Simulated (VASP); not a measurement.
Band structure of GdN (rock salt). All values below come from RPBE GGA, VASP's PBE PAW potentials (set 64) (plane waves; VASP 6.6.1).

The 4f electrons are frozen in the core of the lanthanide potential, so 4f levels, which can set the real gap, and their magnetism are missing.

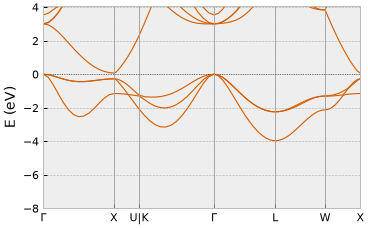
*Bands along high-symmetry lines, zero at the valence-band maximum or, without a gap, the Fermi level*

**Question.** Read the plot: is there a gap, and where are the band edges?

**Answer.** The gap is indirect, 0.07 eV, from the valence maximum at Γ to the conduction minimum at X. (Edges off the drawn lines would not show.)

The compound is GdN in the rock salt structure. It was relaxed first.
